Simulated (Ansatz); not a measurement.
**Two runs on BSiH4O**

System: BSiH4O, multiplicity 2.
Method of run A: UHF/def2-SVP (Ansatz 0.2.0).

Text and figures count atoms from 1; the logs count them from 0 in places.

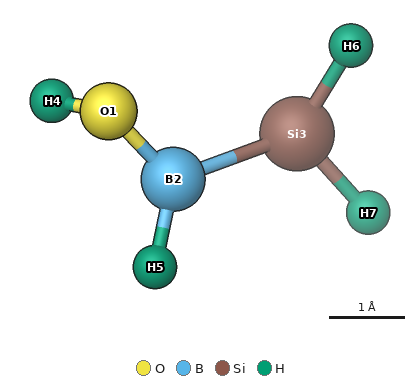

**Figure 1.** The structure (ball-and-stick view, seen at a tilt; atoms are numbered from 1 in the order of the input). Bond lengths as drawn: B–H 1.21 Å, B–O 1.34 Å, B–Si 2.02 Å, H–O 0.94 Å and H–Si 1.48 Å.

## Input, run A
```yaml
crystal:
  periodic: [false, false, false]
  atoms:
    - { symbol: O, position_ang: [-1.580026, -0.090869, -0.491352] }
    - { symbol: B, position_ang: [-0.26543, -0.373142, -0.506712] }
    - { symbol: Si, position_ang: [0.992378, 0.776414, -1.593969] }
    - { symbol: H, position_ang: [-2.10669, -0.627738, -1.063396] }
    - { symbol: H, position_ang: [0.15095, -1.341261, 0.082001] }
    - { symbol: H, position_ang: [0.773079, 2.242087, -1.601152] }
    - { symbol: H, position_ang: [2.437616, 0.464722, -1.481456] }
magnetization:
  spin_polarized: true
  initial_magnetization: 1
basis:
  gaussian: { orbitals: def2-SVP }
hamiltonian:
  xc: hf
output:
  forces: true
```

Command:
```bash
ansatz run input.yaml --threads 1 --pin off --max-ram 2560MiB --backend cpu --events-out ev --progress --plain --runs-dir out
```

Hardware: 1 thread of Arm Neoverse N1, 24 GiB of memory available, shared host.

## Output (run A)
```
Engine: ansatz 0.2.0, aarch64-unknown-linux-gnu
Functional definition: HF
  exchange = exact_x
  correlation = 0
647 factors; integrals over basis functions are off by at most 1.2e-3 eV
mean field evaluation 1: about -10626.5404 eV, gradient 2.2e1 eV
mean field evaluation 2: about -10626.5755 eV, gradient 2.2e1 eV
mean field evaluation 4: about -10629.0166 eV, gradient 2.4e0 eV
mean field evaluation 8: about -10629.1145 eV, gradient 4.3e-1 eV
mean field -10629.12241096 eV, -390.6130439248 hartree, gradient 2.8e-5 eV, S^2 0.766947; 0 other end points of the search recorded, 0 dependent functions left out
the calculation of the forces begins
reference -10629.12241096 eV, -390.6130439248 hartree; 16, 15 occupied and 50, 51 virtual orbitals, 647 factors
Total energy: -10629.12241096 eV, -390.6130439248 hartree
Atom 0 at    -1.580026    -0.090869    -0.491352 Å, force    -0.774556     0.303634    -0.348596 eV/Å
Atom 1 at    -0.265430    -0.373142    -0.506712 Å, force     0.780835    -0.112071     0.113795 eV/Å
Atom 2 at     0.992378     0.776414    -1.593969 Å, force     0.207490     0.019304     0.181456 eV/Å
Atom 3 at    -2.106690    -0.627738    -1.063396 Å, force    -0.303384    -0.144728     0.289592 eV/Å
Atom 4 at     0.150950    -1.341261     0.082001 Å, force     0.067168    -0.138623    -0.126841 eV/Å
Atom 5 at     0.773079     2.242087    -1.601152 Å, force    -0.021429     0.010211    -0.088242 eV/Å
Atom 6 at     2.437616     0.464722    -1.481456 Å, force     0.043876     0.062273    -0.021164 eV/Å
Dipole moment:    -0.202636    -0.236667    -0.185013 e Å
```

The input of run B differs as follows (lines with − go, lines with + come):
```diff
-    - { symbol: Si, position_ang: [0.992378, 0.776414, -1.593969] }
+    - { symbol: Si, position_ang: [0.533027, -1.502246, 0.967492] }
-    - { symbol: H, position_ang: [0.15095, -1.341261, 0.082001] }
-    - { symbol: H, position_ang: [0.773079, 2.242087, -1.601152] }
-    - { symbol: H, position_ang: [2.437616, 0.464722, -1.481456] }
+    - { symbol: H, position_ang: [0.441845, 0.092342, -1.367117] }
+    - { symbol: H, position_ang: [0.014653, -2.877809, 1.155792] }
+    - { symbol: H, position_ang: [2.010309, -1.478744, 1.092429] }
```

What does this change do to the results?

With the same method and basis, run B lies 2.2 kcal/mol higher. The largest force goes from 0.902 to 0.926 eV/Å.

## Output (run B)
```
Engine: ansatz 0.2.0, aarch64-unknown-linux-gnu
Functional definition: HF
  exchange = exact_x
  correlation = 0
647 factors; integrals over basis functions are off by at most 1.0e-3 eV
mean field evaluation 1: about -10626.4650 eV, gradient 2.2e1 eV
mean field evaluation 2: about -10626.4997 eV, gradient 2.2e1 eV
mean field evaluation 4: about -10628.9167 eV, gradient 2.4e0 eV
mean field evaluation 8: about -10629.0269 eV, gradient 1.6e-1 eV
mean field -10629.02807287 eV, -390.6095770639 hartree, gradient 2.4e-5 eV, S^2 0.766662; 0 other end points of the search recorded, 0 dependent functions left out
the calculation of the forces begins
reference -10629.02807287 eV, -390.6095770639 hartree; 16, 15 occupied and 50, 51 virtual orbitals, 647 factors
Total energy: -10629.02807287 eV, -390.6095770639 hartree
Atom 0 at    -1.580026    -0.090869    -0.491352 Å, force    -0.881103    -0.276243    -0.073390 eV/Å
Atom 1 at    -0.265430    -0.373142    -0.506712 Å, force     0.839883     0.022176     0.052252 eV/Å
Atom 2 at     0.533027    -1.502246     0.967492 Å, force     0.292272     0.095630     0.255562 eV/Å
Atom 3 at    -2.106690    -0.627738    -1.063396 Å, force    -0.277397     0.265255    -0.163702 eV/Å
Atom 4 at     0.441845     0.092342    -1.367117 Å, force     0.061897     0.036374    -0.034970 eV/Å
Atom 5 at     0.014653    -2.877809     1.155792 Å, force    -0.075776    -0.007557     0.019544 eV/Å
Atom 6 at     2.010309    -1.478744     1.092429 Å, force     0.040224    -0.135635    -0.055298 eV/Å
Dipole moment:    -0.206711    -0.173726    -0.287759 e Å
```

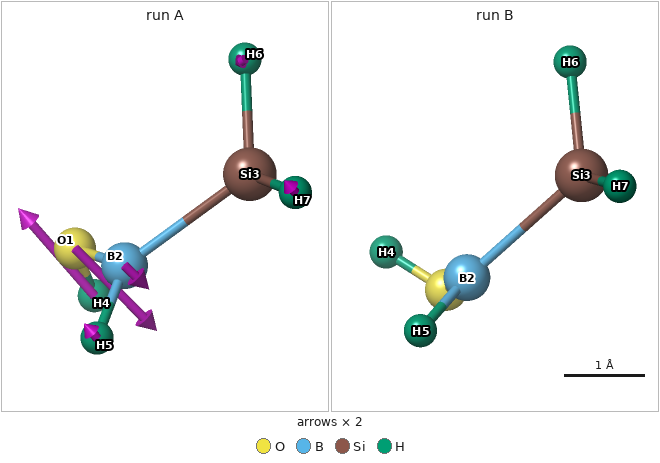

**Figure 2.** The two input geometries at one scale (ball-and-stick view, seen at a tilt). The pink arrows on the first give the shifts of the atoms after the best rigid fit, magnified 2 times. The largest moves after the best rigid fit, 0.76 Å, are those of O1 and H4. By element the largest moves are O 0.76 Å, H 0.76 Å, B 0.22 Å, Si 0.03 Å.

## The two runs side by side

| quantity | run A | run B |
| --- | --- | --- |
| outcome | converged | converged |
| total energy (hartree) | −390.613044 | −390.609577 |
| ⟨S²⟩ | 0.767 | 0.767 |
| largest force (eV/Å) | 0.902 | 0.926 |
| basis functions | 66 | 66 |
| wall time (shared host) | 1.3 s | 1.3 s |
